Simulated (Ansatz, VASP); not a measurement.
# Cross-check of WSe2 between VASP and Ansatz

One calculation is typed for both programs; each brings its own data sets and cutoff. How far apart do they land?

Method: plane waves, with VASP 6.6.1 beside it; single point at PBEsol and single point at LDA, DFT+U, in Ansatz 0.2.0.

The database entry behind the starting cell differs from later determinations by our own check (a about 0.2 % long), so it need not match the best structure at ambient conditions.

**1. The structure**

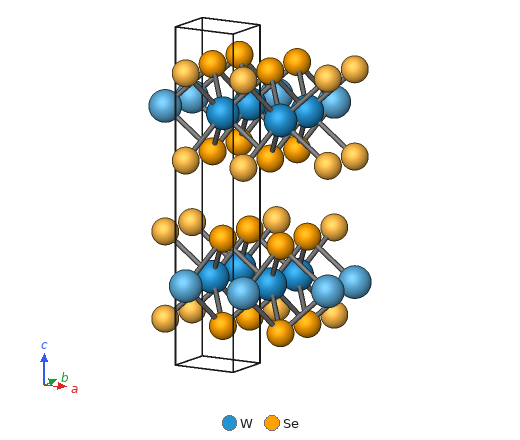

Start, viewed slightly off an axis; tungsten blue, selenium orange. 2×2×1 cells are drawn. Some periodic images of atoms are drawn too.

Coordinates:

```cif
data_structure
_symmetry_space_group_name_H-M 'P6_3/mmc'
_symmetry_Int_Tables_number 194
_cell_length_a 3.2900
_cell_length_b 3.2900
_cell_length_c 12.9700
_cell_angle_alpha 90.000
_cell_angle_beta 90.000
_cell_angle_gamma 120.000
_cell_volume 121.58
loop_
_atom_site_label
_atom_site_type_symbol
_atom_site_symmetry_multiplicity
_atom_site_Wyckoff_symbol
_atom_site_fract_x
_atom_site_fract_y
_atom_site_fract_z
_atom_site_occupancy
W1 W 2 c 0.66667 0.33333 0.75000 1
Se1 Se 4 f 0.66667 0.33333 0.37900 1
```

**2. Ansatz: single point, PBEsol**

Ansatz runs on its default PAW (the set named soft_2) files.

A single point gives forces, pressure and levels at one fixed geometry, so differences don't come from the geometry; what else differs is listed under the comparison.

input.yaml

```yaml
crystal:
  lattice:
    - [3.29, 0.0, 0.0]
    - [-1.645, 2.8492235785, 0.0]
    - [0.0, 0.0, 12.97]
  atoms:
    - { symbol: W, position: [0.6666666667, 0.3333333333, 0.75] }
    - { symbol: W, position: [0.3333333333, 0.6666666667, 0.25] }
    - { symbol: Se, position: [0.6666666667, 0.3333333333, 0.379] }
    - { symbol: Se, position: [0.3333333333, 0.6666666667, 0.879] }
    - { symbol: Se, position: [0.6666666667, 0.3333333333, 0.121] }
    - { symbol: Se, position: [0.3333333333, 0.6666666667, 0.621] }
hamiltonian:
  xc: pbesol
  pseudopotentials: { kind: paw }
kpoints:
  mp_grid: { grid: [8, 8, 2] }
scf:
  occupations: { method: gaussian, width: 0.05 }
  n_extra_bands: 5
output:
  forces: true
  stress: true
  eigenvalues: true
```

The run is started by

```
> ansatz run input.yaml --threads 4 --pin off --max-ram 9216MiB --backend cpu --events-out ev --progress --plain --runs-dir out
```

Numbers of over 12 decimals in the logs are rounded to 6 here.

The program printed:

```text
scf.n_extra_bands = 5 over 46 filled bands (N_el = 92.0): the run solves 51 bands
Engine: ansatz 0.2.0, aarch64-unknown-linux-gnu
Pseudopotentials: kind: paw
Pseudopotential: W, paw, valence charge 14, recommended cutoff 420 eV (normal), W.paw.azcp
Pseudopotential: Se, paw, valence charge 16, recommended cutoff 420 eV (normal), Se.paw.azcp
Functional definition: PBEsol
  exchange = pbesol_x
  correlation = pbesol_c
Crystal: 6 atoms, lattice volume = 121.580 Å³
Basis set: ecut = 420 eV, 2419 PW (Γ), exchange–correlation on 48×48×180 points (8 copies of the dense FFT grid, shifted against one another)
Bands: 51, of which v1, the nominal top of the filled ones, is band 46 counted from 1 (45 counted from 0)
Symmetry: 24 space group operations
Space group: P63/mmc (ITA 194), of the structure as read, at distance tolerance 5.0e-5 Å
k-points: 20 of 128
Non-local potential: W, projectors of the file, l = 0: 3, l = 1: 2, l = 2: 2, l = 3: 1
Non-local potential: Se, projectors of the file, l = 0: 2, l = 1: 2, l = 2: 3, l = 3: 1
PAW form: soft (Blöchl's): semilocal exchange-correlation on the pseudo side does not see the compensation charge
PAW frozen core: W, regenerated for the run's functional, and the local potential with it (the file was generated under x = pbe(κ = 0.804, μ = 0.219515), c = pbe(β = 0.066725))
PAW frozen core: Se, regenerated for the run's functional, and the local potential with it (the file was generated under x = pbe(κ = 0.804, μ = 0.219515), c = pbe(β = 0.066725))
PAW one-centre angular grid: W, 590 points (default); XC on 64 Gauss nodes
PAW one-centre angular grid: Se, 590 points (default); XC on 64 Gauss nodes
Initial density: superposition of atomic densities (neutral atoms: chi_scale 0, normalization atom), corrected by the library's trained network
Initial wavefunctions: pseudopotential atomic-orbital guess
Functional: x = pbesol(κ = 0.804, μ = 0.123457), c = pbesol(β = 0.046)
SCF iter   1: F=—  HF=-42213.516791 eV  |F-HF|=—  |Δ(HF+E_count)|=         —  Δρ=4.85e-3  dr2=1.59e-2  ethr=1.77e-3  ⟨swp⟩=5.5  Hψ=3687  notcnv=0
preconditioner: auto → Resta (q_TF=auto, 2.604 Å⁻¹)  ε∞=7.7  [insulator: Δε(μ)=1.047 eV  Ē_g=7.814 eV  σ=0.050 eV  W_gap=1.00  n_scr=40 (ndim 8)  ℏωp=20.2 eV  f_vac=0.044  D(μ)=0.00/eV (n_scr^D=0)  ε∞_Penn≈7.7]
SCF iter   2: F=—  HF=-42213.519948 eV  |F-HF|=—  |Δ(HF+E_count)|=   3.16e-3  Δρ=2.68e-3  dr2=3.03e-3  ethr=1.73e-5  ⟨swp⟩=3.0  Hψ=2162  notcnv=0  defer=2
SCF iter   3: F=—  HF=-42213.521841 eV  |F-HF|=—  |Δ(HF+E_count)|=   1.89e-3  Δρ=1.29e-3  dr2=8.09e-4  ethr=3.30e-6  ⟨swp⟩=2.0  Hψ=1118  notcnv=0  defer=2
SCF iter   4: F=—  HF=-42213.522468 eV  |F-HF|=—  |Δ(HF+E_count)|=   6.27e-4  Δρ=1.17e-4  dr2=4.02e-5  ethr=8.79e-7  ⟨swp⟩=2.0  Hψ=1362  notcnv=0  defer=2
SCF iter   5: F=—  HF=-42213.522488 eV  |F-HF|=—  |Δ(HF+E_count)|=   2.00e-5  Δρ=5.20e-5  dr2=6.35e-6  ethr=4.37e-8  ⟨swp⟩=2.7  Hψ=1690  notcnv=0  defer=2
SCF iter   6: F=—  HF=-42213.522492 eV  |F-HF|=—  |Δ(HF+E_count)|=   3.45e-6  Δρ=1.62e-5  dr2=4.47e-7  ethr=6.90e-9  ⟨swp⟩=2.0  Hψ=1882  notcnv=0  defer=2
SCF iter   7: F=-42213.522492 eV  HF=-42213.522492 eV  |F-HF|=3.95e-9  |Δ(HF+E_count)|=   3.24e-7  Δρ=4.11e-6  dr2=2.84e-8  ethr=1.09e-10  ⟨swp⟩=8.8  Hψ=4296  notcnv=0
SCF 1 converged in 7 iterations: F = -42213.522492 eV  dr2 = 2.84e-8
  greatest PAW one-centre occupation: 1.000 electrons in one spin orbital (limit 2), on the Se atom at site 5 (counted from 0), in its partial waves of l = 2
SCF converged after 7 iterations
Free energy (F): -42213.522492 eV
Harris-Foulkes:  -42213.522492 eV  (|F-HF|=3.95e-9)
Internal energy: -42213.522492 eV  (E = F + TS)
E sigma→0 (E₀):  -42213.522492 eV
Fermi energy:    13.334684 eV
--- Per-component energies (eV) ---
  E_band       = -1696.921140
  E_kinetic    = 1378.564326
  E_local      = -11442.854109  (includes V_loc(G=0)·N_el)
  E_nonlocal   = -2361.903283
  E_hartree    = 5493.455133
  E_xc         = -945.687210
  E_vxc        = -872.227218  (∫ρ·V_xc dr)
  E_paw        = -24344.726784  (= ΣΔE_a)
  E_vpaw       = 614.595697  (= ΣTr[D̂ρ^β])
  E_aug_tail   = -0.002496  (compensation charges beyond the density's cutoff)
  E_ewald      = -9994.845457
  E_core_change = 4.477386  (= ΣΔE_core)
  E_smearing   = -0.000000  (= −TS)
  E_closure    = -0.000000  (closes the sum)
  Σ components = -42213.522492   (vs F -42213.522492, Δ=0.00e0)
--- Forces (eV/Å), atoms counted from 1 ---
  atom   1  W      0.00000000     0.00000000     0.00000000
  atom   2  W     -0.00000000    -0.00000000     0.00000000
  atom   3  Se    -0.00000000     0.00000000    -0.12978201
  atom   4  Se     0.00000000    -0.00000000    -0.12978201
  atom   5  Se    -0.00000000     0.00000000     0.12978201
  atom   6  Se     0.00000000    -0.00000000     0.12978201
  max |Σ_I F_I| component: 2.78e-17 eV/Å
--- Stress (GPa, compression-positive) ---
       -1.601917      -0.000000       0.000000
       -0.000000      -1.601917       0.000000
        0.000000       0.000000      -0.523167
  P = ⅓ Tr σ = -1.2423 GPa (-12.423 kbar)
--- Band table (eV; the first three rows and the last of 20) ---
  k-point 0: bands = [... 42 lower, 11.3149, 11.6844, 11.7655, 12.8120, 15.4517, 15.4517, 15.5020, 15.5020, ... 1 higher]
  k-point 1: bands = [... 42 lower, 11.2873, 11.2873, 12.5974, 12.5974, 15.4578, 15.4578, 15.4578, 15.4578, ... 1 higher]
  k-point 2: bands = [... 42 lower, 11.1447, 11.7258, 11.9344, 12.4229, 14.8029, 15.0678, 15.2415, 15.2429, ... 1 higher]
  k-point 19: bands = [... 42 lower, 10.1705, 10.1705, 12.3114, 12.3114, 14.3475, 14.3475, 15.3009, 15.3009, ... 1 higher]
```

It took 2.2 s on 4 threads of Arm Neoverse V2, shared host; peak memory 0.64 GiB.

Reading the cycles: dr2 is the Hartree energy of the density residual (eV), the measure of convergence; HF is the Harris–Foulkes estimate of the energy, which meets the free energy F at convergence.

The run ends at a pressure of -1.24 GPa, with forces up to 0.13 eV/Å.

**3. VASP: single point, PBEsol**

The same cell, functional, mesh and smearing now go to VASP, with its own data sets and cutoff.

Lines of VASP's logs that name or quote its potential files are left out, and so is its time.

INCAR

```
SYSTEM = WSe2
PREC = Accurate
ENCUT = 400
EDIFF = 1E-05
NELM = 100
ISMEAR = 0
SIGMA = 0.05
LREAL = .FALSE.
ALGO = Normal
GGA = PS
NBANDS = 24
LORBIT = 11
LWAVE = .FALSE.
LCHARG = .FALSE.
KPAR = 4
```

POSCAR

```
WSe2
1.0
    3.2900000000      0.0000000000      0.0000000000
   -1.6450000000      2.8492235785      0.0000000000
    0.0000000000      0.0000000000     12.9700000000
W Se
2 4
Direct
    0.6666666667      0.3333333333      0.7500000000
    0.3333333333      0.6666666667      0.2500000000
    0.6666666667      0.3333333333      0.3790000000
    0.3333333333      0.6666666667      0.8790000000
    0.6666666667      0.3333333333      0.1210000000
    0.3333333333      0.6666666667      0.6210000000
```

KPOINTS

```
Automatic mesh
0
Gamma
8 8 2
0 0 0
```

PAW data sets: W and Se (PBE family, release 64).

The run is started by

```
> mpirun -np 4 vasp_std
```

The program printed:

```text
[banner, memory and clock lines left out]
running    4 mpi-ranks, on    1 nodes
 distrk:  each k-point on    1 cores,    4 groups
 distr:  one band on    1 cores,    1 groups

 POSCAR found type information on POSCAR W Se
 POSCAR found :  2 types and       6 ions
|                                                                             |
|               ----> ADVICE to this user running VASP <----                  |
|                                                                             |
|     You enforced a specific xc type in the INCAR file but a different       |
|     [... a line on the potential file left out ...]
|     I HOPE YOU KNOW WHAT YOU ARE DOING!                                     |
|                                                                             |

 LDA part: xc-table for (Slater+PW92), standard interpolation
 POSCAR, INCAR and KPOINTS ok, starting setup
 FFT: planning ... GRIDC
 FFT: planning ... GRID_SOFT
 FFT: planning ... GRID
 WAVECAR not read
 entering main loop
       N       E                     dE             d eps       ncg     rms          rms(c)
DAV:   1     0.155843447444E+03    0.15584E+03   -0.13518E+04   960   0.106E+03
DAV:   2    -0.362835087781E+02   -0.19213E+03   -0.18436E+03  1320   0.235E+02
DAV:   3    -0.485247335058E+02   -0.12241E+02   -0.12141E+02  1280   0.602E+01
DAV:   4    -0.487288526143E+02   -0.20412E+00   -0.20344E+00  1248   0.842E+00
DAV:   5    -0.487336960963E+02   -0.48435E-02   -0.48387E-02  1368   0.107E+00    0.322E+01
DAV:   6    -0.471109616995E+02    0.16227E+01   -0.77939E+00  1424   0.131E+01    0.127E+01
DAV:   7    -0.468491074898E+02    0.26185E+00   -0.41918E+00  1304   0.103E+01    0.795E+00
DAV:   8    -0.466556118319E+02    0.19350E+00   -0.64243E-01  1320   0.474E+00    0.626E-01
DAV:   9    -0.466539771841E+02    0.16346E-02   -0.55534E-02  1296   0.127E+00    0.431E-01
DAV:  10    -0.466533031458E+02    0.67404E-03   -0.53840E-03  1240   0.415E-01    0.247E-01
DAV:  11    -0.466532574726E+02    0.45673E-04   -0.73265E-04  1208   0.139E-01    0.175E-01
DAV:  12    -0.466532515434E+02    0.59292E-05   -0.23079E-04  1328   0.842E-02    0.370E-02
DAV:  13    -0.466532527776E+02   -0.12341E-05   -0.13881E-05   816   0.219E-02
   1 F= -.46653253E+02 E0= -.46653253E+02  d E =-.484393E-11
```

From OUTCAR (step 3):

```text
ion  position               nearest neighbor table
   1  0.667  0.333  0.750-   4 2.53   6 2.53   4 2.53   6 2.53   4 2.53   6 2.53
   2  0.333  0.667  0.250-   3 2.53   5 2.53   3 2.53   5 2.53   3 2.53   5 2.53
   3  0.667  0.333  0.379-   2 2.53   2 2.53   2 2.53
   4  0.333  0.667  0.879-   1 2.53   1 2.53   1 2.53
   5  0.667  0.333  0.121-   2 2.53   2 2.53   2 2.53
   6  0.333  0.667  0.621-   1 2.53   1 2.53   1 2.53

  LATTYP: Found a hexagonal cell.
 ALAT       =     3.2900000000
 C/A-ratio  =     3.9422492401

 Subroutine GETGRP returns: Found 24 space group operations
 (whereof 12 operations were pure point group operations)

The static configuration has the point symmetry D_3d.
 The point group associated with its full space group is D_6h.

 Found     20 irreducible k-points:

   k-points           NKPTS =     20   k-points in BZ     NKDIM =     20   number of bands    NBANDS=     24

   dimension x,y,z NGX =    24 NGY =   24 NGZ =   90
   dimension x,y,z NGXF=    48 NGYF=   48 NGZF=  180

   ENCUT  =  400.0 eV  29.40 Ry    5.42 a.u.   5.37  5.37 21.15*2*pi/ulx,y,z

   NELECT =      36.0000    total number of electrons

 k-points in reciprocal lattice and weights: Automatic mesh
   0.00000000  0.00000000  0.00000000       0.008
   0.12500000  0.00000000  0.00000000       0.047
   0.25000000  0.00000000  0.00000000       0.047
   0.37500000  0.00000000  0.00000000       0.047
   0.50000000  0.00000000  0.00000000       0.023
   0.12500000  0.12500000  0.00000000       0.047
   0.25000000  0.12500000  0.00000000       0.094
   0.37500000  0.12500000  0.00000000       0.094
   0.25000000  0.25000000  0.00000000       0.047
[...]
0.25000000  0.25000000  0.50000000       0.047
   0.37500000  0.25000000  0.50000000       0.047

 average (electrostatic) potential at core
       1 -40.5054       2 -40.5054       3 -53.1963       4 -53.1963       5 -53.1963
       6 -53.1963

 E-fermi :   5.3793

 k-point     1 :       0.0000    0.0000    0.0000
  band No.  band energies     occupation
    ...
     14       3.6745      2.00000
     15       3.6745      2.00000
     16       4.0394      2.00000
     17       4.1486      2.00000
     18       5.1693      2.00000
     19       7.8181      0.00000
     20       7.8181      0.00000
     21       7.8706      0.00000
     22       7.8708      0.00000
     23       7.9202      0.00000
    ...

 k-point     2 :       0.1250    0.0000    0.0000
  band No.  band energies     occupation
    ...
     14       3.3099      2.00000
     15       3.5082      2.00000
     16       4.0805      2.00000
     17       4.3147      2.00000
     18       4.7809      2.00000
     19       7.1661      0.00000
     20       7.4265      0.00000
     21       7.6026      0.00000
     22       7.6079      0.00000
     23       7.6165      0.00000
    ...

 k-point     3 :       0.2500    0.0000    0.0000
  band No.  band energies     occupation
    ...
     14       3.2348      2.00000
     15       3.3216      2.00000
     16       3.6868      2.00000
     17       3.8081      2.00000
     18       3.9407      2.00000
     19       6.4634      0.00000
     20       7.1524      0.00000
     21       7.4066      0.00000
     22       7.4180      0.00000
     23       7.4218      0.00000
    ...

  Total       -1.4405589     -1.4405589     -0.5459361     -0.0000000     -0.0000000     -0.0000000
  in kB      -18.9836276    -18.9836276     -7.1943245     -0.0000000     -0.0000000     -0.0000000
  external PRESSURE =     -15.0538599 kB  Pullay stress =       0.0000000 kB

  energy-cutoff  :      400.00
  volume of cell :      121.58
      direct lattice vectors                 reciprocal lattice vectors
     3.290000000  0.000000000  0.000000000     0.303951368  0.175486404  0.000000000
    -1.645000000  2.849223579  0.000000000     0.000000000  0.350972808  0.000000000
     0.000000000  0.000000000 12.970000000     0.000000000  0.000000000  0.077101002

 POSITION                                       TOTAL-FORCE (eV/Angst)
 -----------------------------------------------------------------------------------
      1.64500      0.94974      9.72750        -0.000000     -0.000000      0.000000
     -0.00000      1.89948      3.24250         0.000000     -0.000000      0.000000
      1.64500      0.94974      4.91563         0.000000     -0.000000     -0.146477
     -0.00000      1.89948     11.40063        -0.000000     -0.000000     -0.146477
      1.64500      0.94974      1.56937         0.000000      0.000000      0.146477
     -0.00000      1.89948      8.05437        -0.000000      0.000000      0.146477
 -----------------------------------------------------------------------------------
    total drift:                               -0.000000      0.000000     -0.000000

  FREE ENERGIE OF THE ION-ELECTRON SYSTEM (eV)
  ---------------------------------------------------
  free  energy   TOTEN  =       -46.6532527776 eV

  energy  without entropy=      -46.6532527776  energy(sigma->0) =      -46.65325278

 total charge
# of ion       s       p       d       tot
------------------------------------------
    1        0.535   0.620   4.215   5.370
    2        0.535   0.620   4.215   5.370
    3        1.477   2.338   0.071   3.886
    4        1.477   2.338   0.071   3.886
    5        1.477   2.338   0.071   3.886
    6        1.477   2.338   0.071   3.886
--------------------------------------------------
tot          6.977  10.594   8.712  26.283

[... 3 further parts left out ...]
```

The run ends at a pressure of -1.51 GPa, with forces up to 0.15 eV/Å.

**4. Side by side**

Known differences besides the PAW data sets themselves: the data sets hold 92 valence electrons in Ansatz (default PAW (the set named soft_2) files) and 36 in VASP; the cutoff is 420 eV in Ansatz and 400 eV in VASP; Ansatz makes its cores anew for this functional, VASP keeps those of its PBE data sets; VASP leaves aspherical gradient terms in its spheres out (LASPH is not set), Ansatz keeps them. Total energies have different zeros and are not compared.

The two programs side by side:

| quantity | Ansatz | VASP | difference |
| --- | --- | --- | --- |
| pressure (GPa) | -1.24 | -1.51 | +0.26 |
| gap on the k mesh (eV) | 1.051 | 1.046 | +0.005 |

Forces (eV/Å; atoms numbered as in POSCAR):

| atom | Ansatz x, y, z | VASP x, y, z |
| --- | --- | --- |
| W1 | 0.000, 0.000, 0.000 | 0.000, 0.000, 0.000 |
| W2 | 0.000, 0.000, 0.000 | 0.000, 0.000, 0.000 |
| Se3 | 0.000, 0.000, -0.130 | 0.000, 0.000, -0.146 |
| Se4 | 0.000, 0.000, -0.130 | 0.000, 0.000, -0.146 |
| Se5 | 0.000, 0.000, 0.130 | 0.000, 0.000, 0.146 |
| Se6 | 0.000, 0.000, 0.130 | 0.000, 0.000, 0.146 |

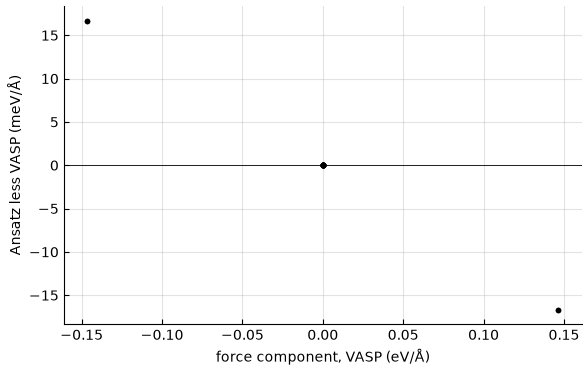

Difference of the force components against their size.

The forces differ by 7.9 meV/Å r.m.s., which is 11.4 % of the r.m.s. force of 0.07 eV/Å (both taken over all components).

[end of part 1 of 2]

[Lines on the potential files, build, host, timing and source positions are cut from VASP's logs without a mark.]

[Logs are printed without paths, hosts, clocks, repeated set-up lines and the standing remarks that a program may print on its own settings, such as how far it seeks lower states.]

[Hosts, paths, dates, database ids (printed as entryN), source tags and the programs' standing remarks are cut or masked in the printed files.]
